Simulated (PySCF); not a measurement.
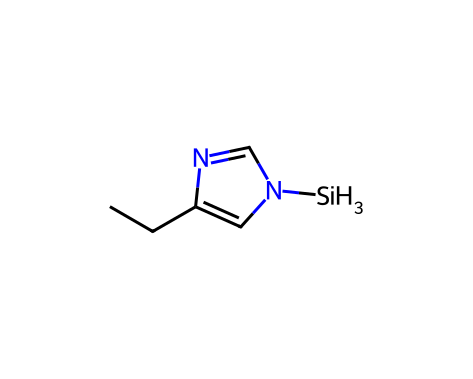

Skeletal drawing of a molecule.

Question: Give its SMILES.

Answer: CCc1cn([SiH3])cn1

Question: What is the molecular formula?

Answer: C5H10N2Si.

Question: An optimisation with GFN2-xTB gave a structure of which point group?

Answer: C1. Other conformers may differ.

The parts below concern this one geometry. Atoms keep their numbers from picture to picture. Computed geometry: GFN2-xTB optimisation. No frequency run is at hand to confirm it as a minimum.

## Polarisability

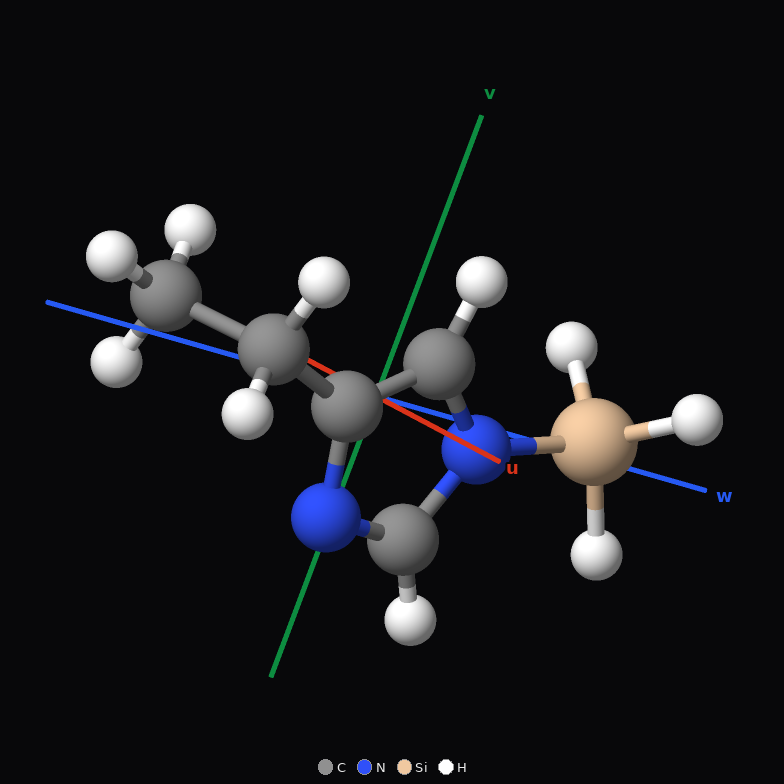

The lines u, v and w are the principal axes of the static dipole polarisability. No frequency run is at hand to confirm it as a minimum. Method: PBE0/def2-SVPD (PySCF 2.14.0).

Question: Along which axis is the molecule most polarisable, and along which least?

Answer: Most along w, least along u.

Question: Give the three principal values.

Answer: u 74.3, v 92.6, w 125.7 bohr³; mean 97.5, anisotropy 45.1 bohr³.

## Ring current

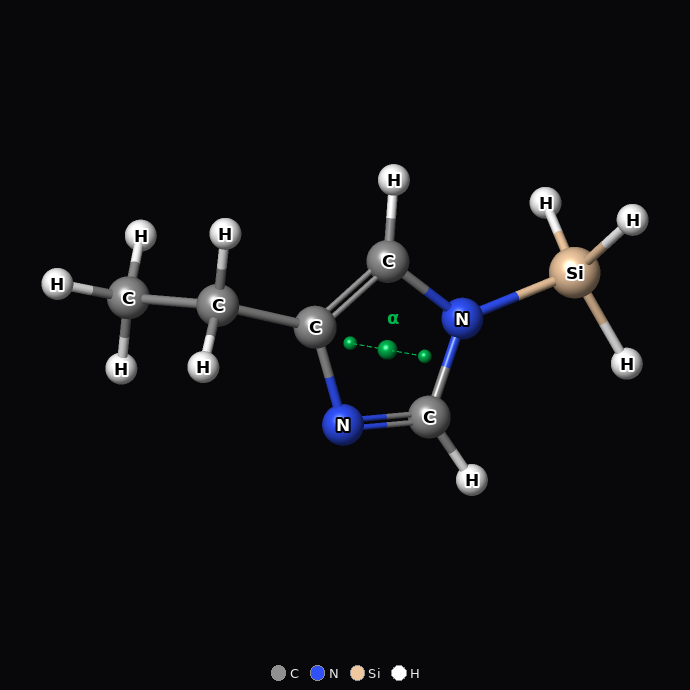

The small points mark where nucleus-independent chemical shifts (NICS) were computed: at the centre of each lettered ring and 1 Å above and below it. No frequency run is at hand to confirm it as a minimum. Level of theory: GIAO PBE0/pcSseg-1 NMR shielding, non-relativistic, gas phase (PySCF 2.14.0).

Give NICS(0), NICS(1) and the out-of-plane component NICS(1)zz for each ring (means of the two sides).

| ring | members | NICS(0) | NICS(1) | NICS(1)zz |
| --- | --- | --- | --- | --- |
| α | C3N2 | −12.0 | −10.9 | −28.8 |

Values in ppm.

Question: What do the values say about the ring currents?

Answer: Ring α: diatropic, as in an aromatic ring. NICS is one index among several.

## NMR shielding

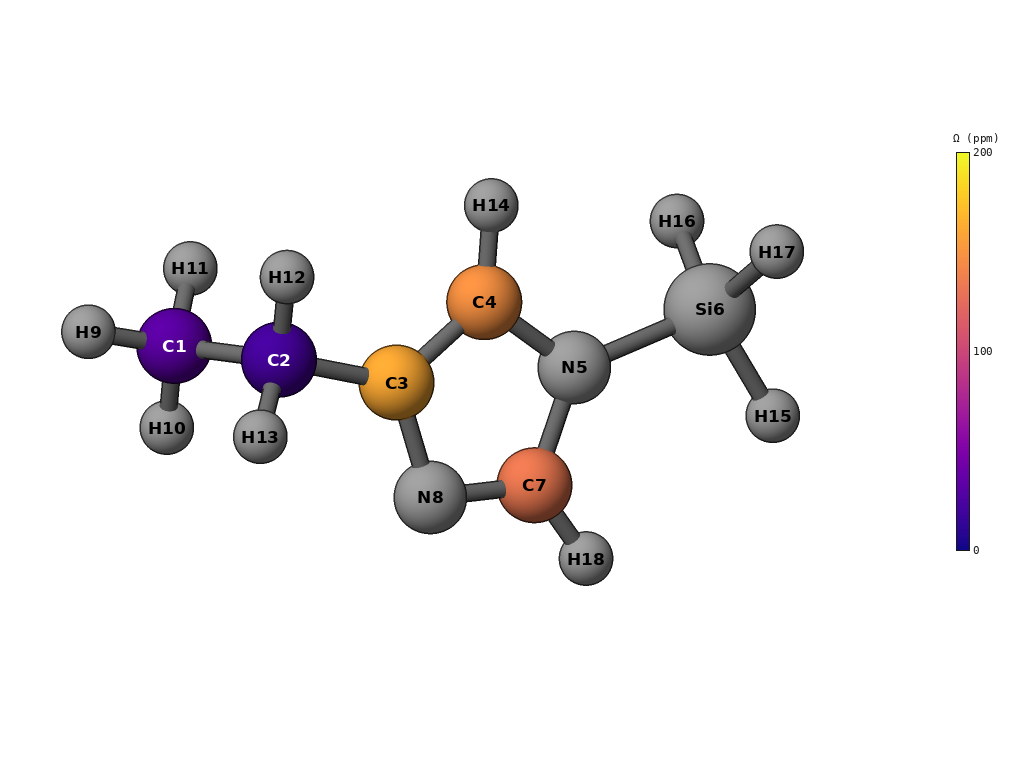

The C atoms are coloured by the span of their shielding tensor. No frequency run is at hand to confirm it as a minimum. Method: GIAO PBE0/pcSseg-1 NMR shielding, non-relativistic, gas phase (PySCF 2.14.0). Principal shieldings σ11 ≤ σ22 ≤ σ33, span Ω = σ33 − σ11, skew κ = 3(σiso − σ22)/Ω.

Give the shielding tensors of the C atoms.

```csv
atom,σ11,σ22,σ33,σiso,Ω,κ
C1,152.5,161.2,185.9,166.6,33.4,0.48
C2,149.4,158.1,172.8,160.1,23.4,0.26
C3,−44.0,17.9,117.5,30.5,161.5,0.23
C4,−12.1,76.9,136.0,67.0,148.1,−0.20
C7,−32.3,57.6,102.0,42.4,134.3,−0.34
```

Shieldings and span in ppm.

## Excitation

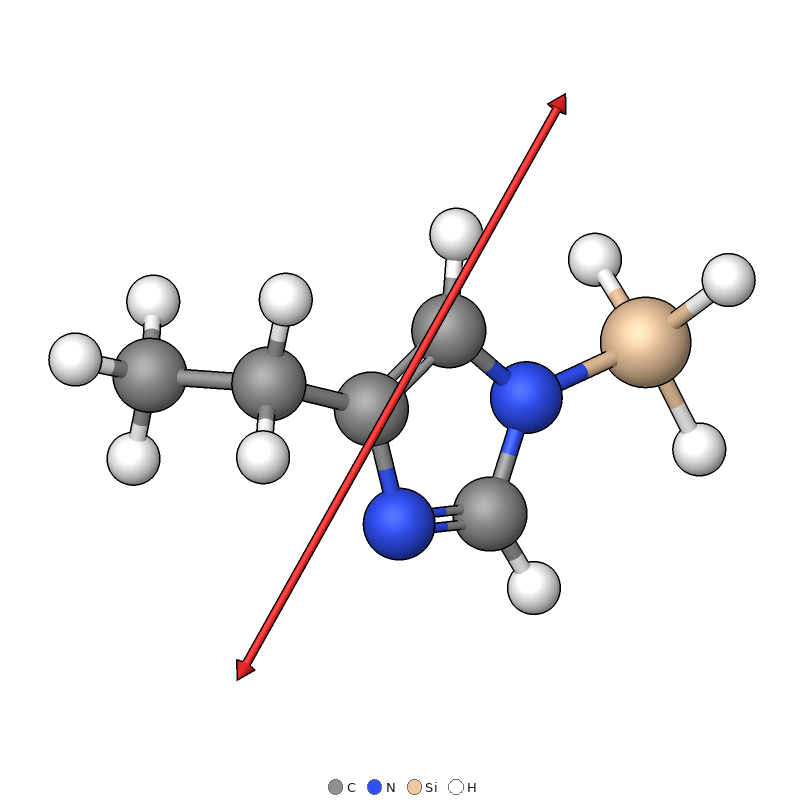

The double arrow shows the direction of the transition dipole to excited singlet state 2 (its length means nothing). No frequency run is at hand to confirm it as a minimum. Method: TDDFT PBE0/def2-SVPD, vertical, gas phase, core orbitals frozen in the response (PySCF 2.14.0).

Question: Where does the transition lie, and how strong is it?

Answer: 6.14 eV (202 nm), oscillator strength 0.11, mainly HOMO → LUMO+1 (weight 0.93); transition dipole 2.14 D.

The geometry is semi-empirical. Around Si such bond lengths and angles can be off by a tenth of an ångström or more and by several degrees, and values that hang on the shape move with them.
